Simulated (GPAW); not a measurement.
# A GW chain in GPAW: BaTiO3 (Pm-3m), part 2 of 2

Aim: the G0W0 gap of BaTiO3 (Pm-3m) on PBE, step by step.

GPAW 26.7.0; PBE and many-body steps on it, plane waves. Known limits of the many-body steps: not at the basis limit; no spin-orbit coupling; coarse k mesh.

So far. Step 3 (Bands along the symmetry lines): The gap is 1.781 eV, as in the run before at this level. Step 4 (Empty states on the mesh, 4×4×4 mesh, 965 bands): On this mesh the gap is 1.781 eV.

## (5) Screening and self-energy, 4×4×4 mesh, 444 bands, screening to 210 eV

Now the one-shot GW correction: screening in the RPA, then the self-energy of the levels asked for.

This step: G0W0 on PBE, plane waves, PAW.

File run.py:

```python
import json
import numpy as np
from gpaw.mpi import world
from gpaw.response.g0w0 import G0W0

gw = G0W0('full.gpw',
    filename='gw',
    kpts=[0, 9],
    bands=(18, 22),
    ecut=210,
    nbands=444,
    integrate_gamma='WS',
    ppa=True)
gw.calculate()
res = {mode: {k: v for k, v in r.items() if k != 'sigma_eskwn'}
       for mode, r in gw.all_results.items()}

if world.rank == 0:
    with open('result.json', 'w') as f:
        json.dump(res, f, default=lambda x: x.tolist())
```

On the command line:

```sh
$ mpirun -n 4 gpaw python run.py
```

Numbers of over 12 decimals in the logs are rounded to 6 here.

The log of the run:

```text
Using integrator: PointIntegrator
FrequencyGridDescriptor(from 0.000+0.000j to 0.000+27.211j eV, 2 points)
Nonperiodic BCs:  [False False False]
Using integrator: PointIntegrator
FrequencyGridDescriptor(from 0.000+0.000j to 0.000+27.211j eV, 2 points)
Nonperiodic BCs:  [False False False]
  ___  _ _ _
 |   || | | |
 | | || | | |
 |__ ||_____|
 |___|

BZ k-points: Symmetries present (total): 48

  [... matrices ...]
64 k-points: 4 x 4 x 4 Monkhorst-Pack grid + [1/8,1/8,1/8]
10 k-points in the irreducible part of the Brillouin zone
       k-points in crystal coordinates                weights
   0:     0.00000000    0.00000000    0.00000000          1/64
   1:     0.25000000    0.00000000    0.00000000          6/64
   2:     0.25000000    0.25000000    0.00000000         12/64
   3:     0.25000000    0.25000000    0.25000000          8/64
   4:     0.50000000    0.00000000    0.00000000          3/64
   5:     0.50000000    0.25000000    0.00000000         12/64
   6:     0.50000000    0.25000000    0.25000000         12/64
   7:     0.50000000    0.50000000    0.00000000          3/64
   8:     0.50000000    0.50000000    0.25000000          6/64
   9:     0.50000000    0.50000000    0.50000000          1/64

Distributing spins, k-points and bands (1 x 2 x 4) over 4 processes
Number of blocks: 1

Quasi particle states:
k-points (IBZ indices): [0, 9]
Band range: (18, 22)
  [... matrices ...]
Computational parameters:
Plane wave cut-off: 210 eV
Number of bands: 444
Coulomb cutoff: None
Broadening: 0.1 eV

fxc modes: GW
Kernel: RPA
Using Godby-Needs plasmon-pole approximation:
  Fitting energy: i*E0, E0 = 1.000 Hartree
Summing all q:

Calculating screened Coulomb potential
No Coulomb truncation
FrequencyGridDescriptor(from 0.000+0.000j to 0.000+27.211j eV, 2 points)
Removing empty qpoint cache files...

Calculating chi0 body with:
    Ground state adapter containing:
    Number of spins: 1
    Number of kpoints: 64
    Number of irreducible kpoints: 10
    Number of completely occupied states: 20
    Number of partially occupied states: 20
    Occupied states memory: 4.21875 M / cpu

    Linear response parametrization:
    q_c: [0.0, 0.0, 0.0]
    Number of frequency points: 2
    Planewave cutoff: 210.0
    Number of bands: 444
    Number of planewaves: 461
    Broadening (eta): 1e-06
    comm.size: 4
    kncomm.size: 4
    blockcomm.size: 1

    Memory estimate of potentially large arrays:
        chi0_wGG: 6.485626 M / cpu
Integrating chi0 body.

Symmetries of q_c:
    Direct symmetries (Uq -> q): 48
    Indirect symmetries (TUq -> q): 0
In total 48 allowed symmetries.

  [... matrices ...]
10 groups of equivalent kpoints. 84.375% reduction.

Integral kind: response function
Integrating chi0 head and wings.

Symmetries of q_c:
    Direct symmetries (Uq -> q): 48
    Indirect symmetries (TUq -> q): 0
In total 48 allowed symmetries.

  [... matrices ...]
10 groups of equivalent kpoints. 84.375% reduction.

Integral kind: response function wings

Calculating chi0 body with:
    Ground state adapter containing:
    Number of spins: 1
    Number of kpoints: 64
    Number of irreducible kpoints: 10
    Number of completely occupied states: 20
    Number of partially occupied states: 20
    Occupied states memory: 4.21875 M / cpu

    Linear response parametrization:
[... the further q-points ...]

Results:
f:      Occupation numbers
eps:     KS-eigenvalues [eV]
vxc:     KS vxc [eV]
exx:     Exact exchange [eV]
sigma:   Self-energies [eV]
dsigma:  Self-energy derivatives
Z:       Renormalization factors
qp:      QP-energies [eV]

k-point 0 (0): (0.000, 0.000, 0.000)                GW
band       f     eps     vxc     exx   sigma  dsigma       Z      qp
                                                                   GW
  18   1.000   7.503 -21.292 -25.975   4.154  -0.322   0.757   7.103
  19   1.000   7.503 -21.292 -25.974   4.154  -0.322   0.757   7.104
  20   0.000   9.422 -20.230 -12.626  -5.775  -0.307   0.765  10.821
  21   0.000   9.422 -20.230 -12.626  -5.775  -0.307   0.765  10.821

k-point 1 (9): (0.500, 0.500, 0.500)                GW
band       f     eps     vxc     exx   sigma  dsigma       Z      qp
                                                                   GW
  18   1.000   7.641 -20.823 -25.880   4.523  -0.335   0.749   7.241
  19   1.000   7.641 -20.823 -25.881   4.523  -0.335   0.749   7.240
  20   0.000  11.824 -23.759 -14.713  -6.802  -0.418   0.705  13.406
  21   0.000  11.824 -23.759 -14.713  -6.802  -0.418   0.705  13.407
```

Run time: 5.6 min. Hardware: 4 MPI ranks of AMD EPYC 9R45, shared host; peak memory 2.3 GiB; 22 min of CPU time.

This step gave:

```
G0W0 gap on the points computed              : 3.580 eV
least direct G0W0 gap on the computed points : 3.717 eV
Z at the valence top                         : 0.7491
Z at the conduction bottom                   : 0.7650
starting gap on the mesh                     : 1.781 eV
k of the valence top                         : 0.5, 0.5, 0.5
k of the conduction bottom                   : 0, 0, 0
```

The gap on the mesh goes from 1.78 eV to 3.58 eV, a correction of +1.80 eV.

Limits: finite bands, cutoff and mesh; no spin-orbit coupling; coarse k mesh. v1 is the top filled band, c1 the lowest empty one. The levels before and after the correction (eV, zero at the valence-band top of each column):

```csv
,conduction bottom,valence top
Kohn-Sham,1.78,0.00
G0W0,3.58,0.00
```

```csv
,level,energy (eV)
Kohn-Sham,Γ v2-v1,-0.137
Kohn-Sham,Γ c1-c2,1.781
Kohn-Sham,(0.5 0.5 0.5) v2-v1,0.000
Kohn-Sham,(0.5 0.5 0.5) c1-c2,4.183
G0W0,Γ v2-v1,-0.138
G0W0,Γ c1-c2,3.580
G0W0,(0.5 0.5 0.5) v2-v1,0.000
G0W0,(0.5 0.5 0.5) c1-c2,6.165
```

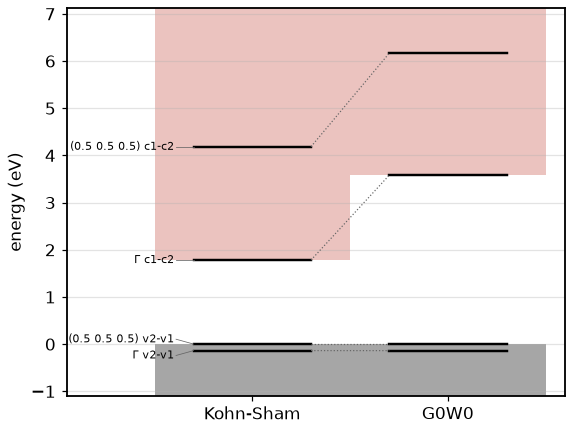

Levels before and after the correction. Shaded: valence and conduction bands.

## (6) Where the time went

Times are wall times on 4 MPI ranks of AMD EPYC 9R45, shared host, good to a factor of about two.

```csv
step,time,share,memory (GiB)
ground state,6.9 s,2 %,0.77
bands along the symmetry lines,8.4 s,2 %,0.87
empty states on the mesh,21 s,6 %,2.4
screening and self-energy,5.6 min,90 %,2.3
```

## (7) Results

```json
{"PBE gap": "1.78 eV, indirect", "G0W0 gap on the mesh": "3.58 eV", "GW settings": "4×4×4 mesh, 444 bands, screening to 210 eV, Godby-Needs plasmon pole", "known limits": "not at the basis limit; no spin-orbit coupling; coarse k mesh"}
```

What this shows: G0W0 moves the gap on the mesh from 1.78 eV to 3.58 eV (+1.80 eV), with Z of 0.75 and 0.77 at the edges. Only 2 of the mesh's irreducible points were corrected, so a valley elsewhere could overtake. The dearest step here is «screening and self-energy». Against experiment, by G0W0@PBE: the gap of 3.58 eV lies +0.38 eV from the measured 3.2 eV (optical, 2024); the gap of 3.58 eV lies +0.30 eV from the measured 3.28 eV (optical, 2024). An exciton line or allowed optical edge lies below the quasiparticle gap by the binding energy; a forbidden edge can push the onset above it. The calculation has static nuclei and no excitons; a measured gap holds zero-point and thermal motion, which mostly lowers it. Bands and cutoff are finite, so the gap is not at the basis limit. The miss can reach some tenths of an eV and take either sign; the mesh is an error of its own. These stock PAW sets were not made for GW. In the G0W0 run levels were corrected at 2 k points alone, so a gap called «on the mesh» is the least over those, and an edge elsewhere would be missed. The 4×4×4 mesh is coarse for this cell, which bears on the long-range parts of exchange and screening. This is the ideal cubic cell; many perovskites, halides above all, are cubic only on average, and local tilts or off-centring can widen the gap. The many-body steps are scalar-relativistic: spin-orbit coupling is not in them.

[Paths, hosts, dates, memory and timing lines, banners, echoed tables and standing remarks are left out of the program output.]

[Logs are printed without paths, hosts, clocks, repeated set-up lines and the standing remarks that a program may print on its own settings, such as how far it seeks lower states.]

[Runs of the session that timed out or met a known fault of the program may be left out.]

[Hosts, paths, dates, database ids (printed as entryN), source tags and the programs' standing remarks are cut or masked in the printed files.]
